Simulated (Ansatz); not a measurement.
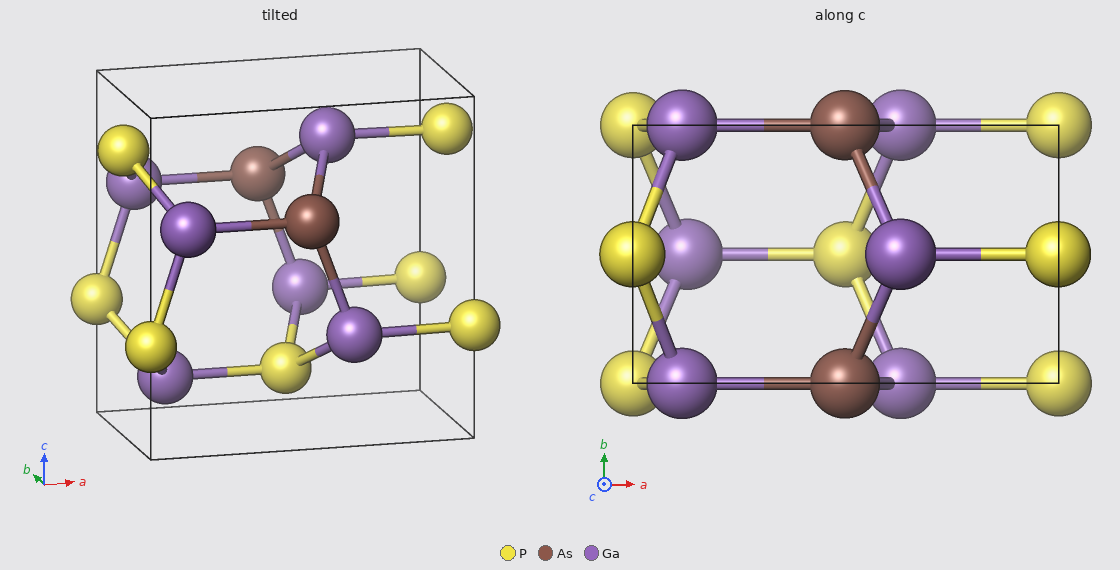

Shown here is a ball-and-stick view of the crystal, taken slightly off an axis and along the c axis. The edges of the conventional unit cell are marked.

Ga4AsP3, space group Pm (No. 6), a = 6.397 Å, b = 3.881 Å, c = 6.717 Å, α = 90.00°, β = 90.01°, γ = 90.00°. The structure was taken from a structure type filled with these elements by a generator (whether the compound takes this form wasn't checked). Earlier steps of the study, as a rule a relaxation of our own, may have changed the cell and positions, so they can lie some per cent off the listed ones. Ansatz was used for an electronic-structure calculation on it.

This one geometry was computed with Ansatz (DFT, plane waves, PAW) at five levels of theory: PBE0, r2SCAN, HSE06, PBE with spin-orbit coupling and PBE. It was relaxed beforehand with r2SCAN.

### Which level gives the highest pressure at this volume, and what does that say about its equilibrium volume?

Highest: PBE with spin-orbit coupling (2.5 GPa) and PBE (2.5 GPa), which points to the largest equilibrium volume. Lowest, with the smallest volume: PBE0 (0.4 GPa) and r2SCAN (0.0 GPa). Levels within 0.5 GPa of each other can't be told apart.

### How does the band gap change with the level of theory?

PBE with spin-orbit coupling: a gap of 1.08 eV, direct; PBE: a gap of 1.12 eV, direct; r2SCAN: a gap of 1.49 eV, direct; HSE06: a gap of 1.92 eV, direct; PBE0: a gap of 2.60 eV, direct.

### Collect the results in a table.

| level | cutoff (eV) | k-mesh of the run's cell | gap (eV) | pressure (GPa) |
| --- | --- | --- | --- | --- |
| PBE0 | 420 | 2×4×2 | 2.60 | 0.4 |
| r2SCAN | 500 | 4×6×4 | 1.49 | 0.0 |
| HSE06 | 420 | 2×4×2 | 1.92 | 0.6 |
| PBE with spin-orbit coupling | 420 | 4×6×4 | 1.08 | 2.5 |
| PBE | 420 | 4×6×4 | 1.12 | 2.5 |

Gaps are taken on the k-mesh or band path of each run.
